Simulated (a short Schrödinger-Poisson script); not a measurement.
System: symmetric double-gate stack, Si3N4 on p-type Si(111), at 300 K.

```tsv
layer	material	thickness (nm)	Na (cm⁻³)
1	Si3N4	4.7	-
2	Si	2	1e15
3	Si3N4	4.7	-
```

Constants are typed, rounded textbook-type inputs, not results; the design itself was drawn at random and stands for no fabricated device. Si3N4: permittivity 7.5, conduction-band edge (eV) 1.95, gap (eV) 5.1, electron mass (mₑ) 0.5. Si: permittivity 11.7, conduction-band edge (eV) 0, gap (eV) 1.124, Nv at 300 K (cm⁻³) 3.1e19.

Channel valleys (confinement mass, in-plane density-of-states mass, number): Δ6 0.258, 0.358, 6. At the gates, both at one voltage, the conduction-band edge of layer 1 lies 2.01 eV − eVg above the Fermi level of the channel. Gaps are held at their typed values at every temperature. Mesh 0.03 nm at interfaces.

From a short Schrödinger-Poisson script (our own, NumPy): 1D Poisson equation in equilibrium, electrons quantum, Hartree (BenDaniel-Duke, 12 states a valley, the channel's in-plane mass for all, wave functions free to enter the dielectric), parabolic valleys, classical holes, full ionisation, no traps, pinning or gate leakage.

Only gate voltages with over 1e8 electrons/cm² are shown.

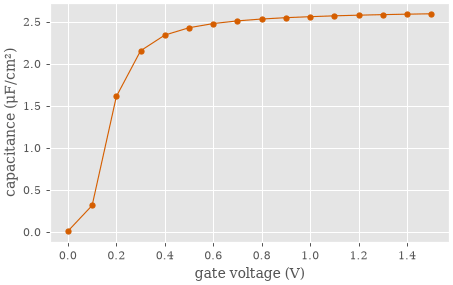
Figure. Quasi-static capacitance against gate voltage

```tsv
Vg (V)	electrons (cm⁻²)	C (μF/cm²)	Δ6 E0 (meV)	Δ6 E1 (meV)
0	1.35e9	0.00848	252.2	837.4
0.2	6.59e11	1.61	91.7	676.0
0.4	3.28e12	2.34	48.8	629.4
0.6	6.30e12	2.48	30.1	606.6
0.8	9.43e12	2.53	17.8	589.9
1	1.26e13	2.56	8.4	576.1
1.2	1.58e13	2.58	0.6	563.8
1.4	1.90e13	2.59	-6.2	552.6
```

Subbands count from the Fermi level; a dash marks a level above the dielectric's band edge. The capacitance is that of both gates.
